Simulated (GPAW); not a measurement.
# Surface energy and work function of Pb(110) from slabs of 4 to 14 layers (LDA)

How do energy and work function of Pb(110) films settle with thickness, and what surface energy follows?

Set-up. GPAW 26.7.0, plane waves at 450 eV with PAW setups; symmetric 1×1 slabs cut at the tabulated lattice constant (two decimals; low-temperature values for the alkali metals), atoms at bulk places, 7.5 Å of vacuum on each side, one in-plane mesh for all thicknesses, Fermi-Dirac smearing of 0.1 eV. Energies are extrapolated to zero smearing and count from the program's reference atoms. Functional LDA. The cell's area is 17.326 Å².

What came out, but for one run:

| layers | energy (eV) | work function (eV) |
| --- | --- | --- |
| 4 | −16.6672 | 3.80 |
| 5 | −21.1735 | 3.98 |
| 6 | −25.6711 | 4.05 |
| 7 | −30.1238 | 4.02 |
| 8 | −34.6584 | 3.92 |
| 9 | −39.1139 | 3.92 |
| 10 | −43.6264 | 3.97 |
| 11 | −48.1442 | 4.00 |
| 12 | −52.6309 | 3.95 |
| 14 | ? | ? |

Q: What surface energy do these runs give, and what energy and work function should the 14-layer slab have?

**Working.** A slab of n layers has E(n) = nε + 2Aγ once its middle is bulk-like. A line through n = 6 to 12 has the slope ε = −4.4960 eV a layer and the intercept 2Aγ = 1.3257 eV (r.m.s. residual 17.2 meV). So γ = 1.3257 / (2 × 17.326 Å²) = 0.0383 eV/Å² = 0.61 J/m², with a standard error of about 0.02 J/m² from the scatter about the line. For 14 layers: 1.3257 + 14 × (−4.4960) = −61.618 eV; the run gives −61.617 eV, 1.0 meV over the line. The work function has no such law: from 6 to 12 layers it moves between 3.92 and 4.05 eV (mean 3.98), and the 14-layer slab gives 3.97 eV. The thinnest slab, 4 layers, lies −0.18 eV from that mean. The values go up and down with thickness, as expected where levels confined across the film cross the Fermi level one by one.

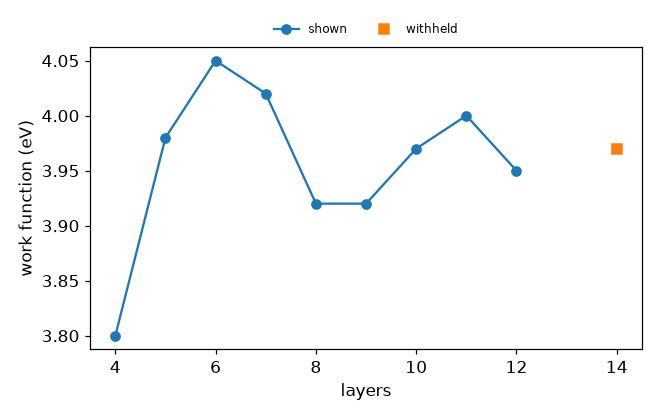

Work function against thickness.

Caveats: The surfaces are unrelaxed, so γ is an upper bound for this functional and lattice constant. The tabulated lattice constant isn't the functional's own, which strains the slab a little. Spin-orbit coupling is left out.
